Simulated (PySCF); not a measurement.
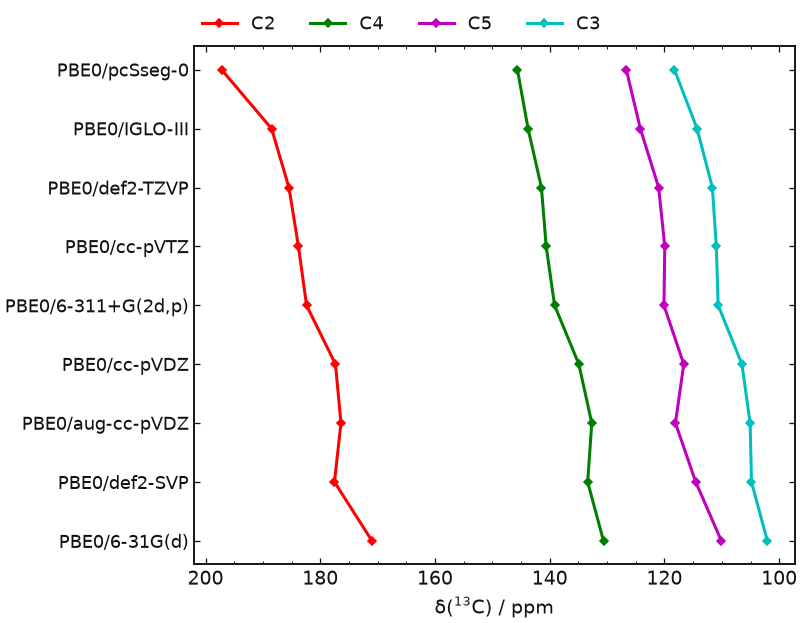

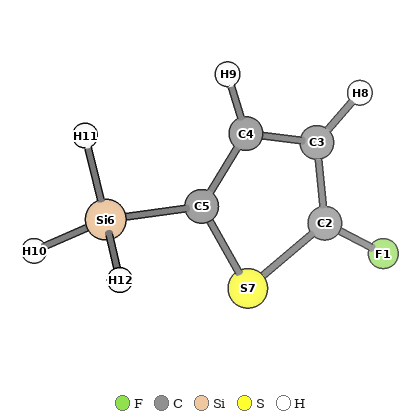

GIAO ¹³C shifts of C₄H₅FSSi, SMILES Fc1ccc([SiH3])s1 at several levels, one geometry, PySCF 2.14.0, at a PBE0-D3(BJ)/def2-SVP geometry (no frequency check); values of one conformer, averaged over methyl-type rotors and exact or near symmetry; each against TMS at the same level.

Which of the plotted signals depends most on the level, and by how much?

Answer. That of C2: from 171.0 ppm (PBE0/6-31G(d)) to 197.2 ppm (PBE0/pcSseg-0), a spread of 26.2 ppm. The steadiest, C4, moves by 15.0 ppm.

Do all levels give the signals in the same order?

Answer. Yes, the order of the signals is the same at every level.
